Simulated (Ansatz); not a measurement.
KOs₂ (space group P6_3/mmc, No. 194). Coordinates: the end point of a relaxation with DFT PBE, scalar-relativistic, plane waves, PAW (Ansatz 0.2.0); the starting structure was generated, so it need not be a known form of this composition.

```cif
data_structure
_symmetry_space_group_name_H-M 'P6_3/mmc'
_symmetry_Int_Tables_number 194
_cell_length_a 2.8023
_cell_length_b 2.8023
_cell_length_c 16.2196
_cell_angle_alpha 90.000
_cell_angle_beta 90.000
_cell_angle_gamma 120.000
_cell_volume 110.31
loop_
_atom_site_label
_atom_site_type_symbol
_atom_site_symmetry_multiplicity
_atom_site_Wyckoff_symbol
_atom_site_fract_x
_atom_site_fract_y
_atom_site_fract_z
_atom_site_occupancy
K1 K 2 c 0.33333 0.66667 0.25000 1
Os1 Os 4 f 0.33333 0.66667 0.56258 1
```

Describe the stacking along c, with columns A (0, 0), B (1/3, 2/3), C (2/3, 1/3) of the hexagonal mesh.

Os(C) – K(B) – Os(C) – Os(B) – K(C) – Os(B) (six layers in 16.22 Å).

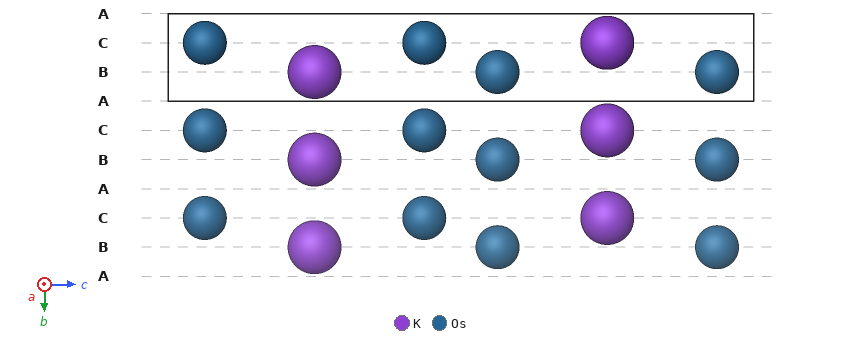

Projection along an edge of the hexagonal mesh, stacking direction c to the right. The dashed lines mark the three columns A (0, 0), B (1/3, 2/3) and C (2/3, 1/3). The sequence starts with the first layer at or above the cell's origin.
